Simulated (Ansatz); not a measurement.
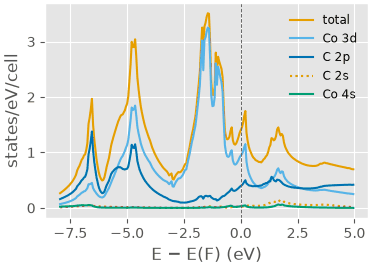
Figure: Total and projected density of states of CoC (rock salt, Fm-3m), DFT-r²SCAN in the program Ansatz with PAW potentials

Question: Which orbitals carry the states next to the Fermi level?

Answer: Within 0.5 eV of the Fermi level: Co 3d 66 %, C 2p 29 %. Projections are on Löwdin-orthogonalised atomic valence shells; empty p or d shells of many metals are not among them.

Question: Where is the tallest occupied peak in this window, and what makes it?

Answer: Near -1.4 eV, about 3.5 states/eV per cell; the largest projected share is Co 3d.

The start of the workflow was typed in or built on a structure type; neither database checked (COD, Materials Project) lists it. Its standing as an ambient phase is unchecked. The cell was relaxed with r²SCAN under the symmetry of its start; its stability against distortions is not shown here. Magnetic state: ferromagnetic, the only order run, not a proven ground state. The cell computed holds one magnetic atom, so no antiferromagnetic order was within reach. Its formation energy is positive at this level, so the cell may be metastable or incomplete. Other orbital occupations within this spin state were not tried.

Potentials: the earlier of the program's two PAW sets.
